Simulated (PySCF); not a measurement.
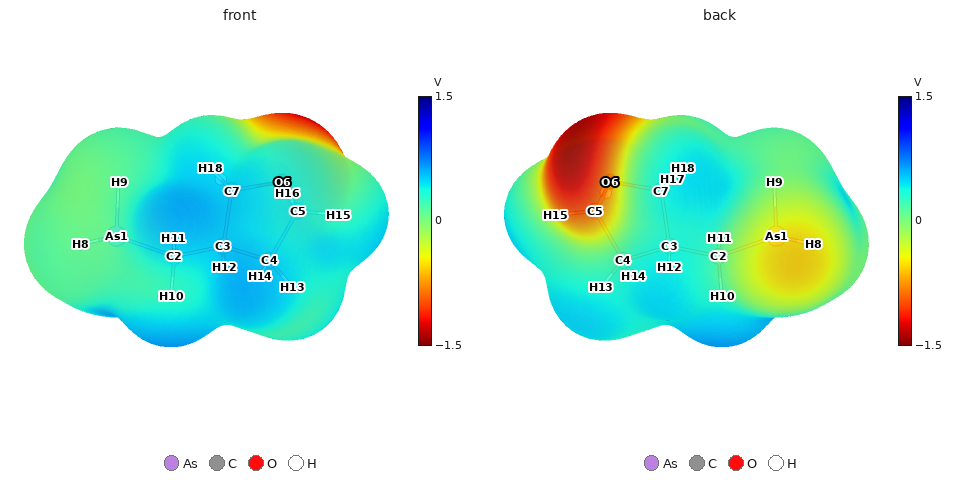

*C₅H₁₁AsO. The electrostatic potential painted on the density surface at 0.001 e/bohr³, seen from the front and from behind; the colour scale runs from red (negative) to blue (positive).*

Geometry: GFN2-xTB.

Level of theory: PySCF, B3LYP/def2-SVPD, SCF density, gas phase.

| atom | x (Å) | y (Å) | z (Å) |
| --- | --- | --- | --- |
| As | -2.9220 | -0.0828 | -0.5884 |
| C | -1.1636 | -0.8620 | -0.0780 |
| C | -0.0226 | -0.2630 | -0.8862 |
| C | 1.3677 | -0.8152 | -0.5059 |
| C | 2.1366 | 0.4335 | -0.0457 |
| O | 1.5142 | 1.5252 | -0.6843 |
| C | 0.1364 | 1.2516 | -0.6437 |
| H | -3.6498 | -0.7528 | 0.5462 |
| H | -2.7847 | 1.1446 | 0.2650 |
| H | -1.2126 | -1.9383 | -0.2743 |
| H | -0.9830 | -0.7252 | 0.9911 |
| H | -0.2111 | -0.4405 | -1.9504 |
| H | 1.8552 | -1.2652 | -1.3697 |
| H | 1.3092 | -1.5604 | 0.2859 |
| H | 3.1879 | 0.4335 | -0.3323 |
| H | 2.0608 | 0.5477 | 1.0468 |
| H | -0.3571 | 1.8641 | -1.4017 |
| H | -0.2700 | 1.5114 | 0.3492 |

Describe the electrostatic potential map.

The most negative region (about −1.4 V) lies over O6, the most positive (about +0.6 V) over As1, H10, H11 and H14. O6 is the likeliest acceptor of a hydrogen bond.
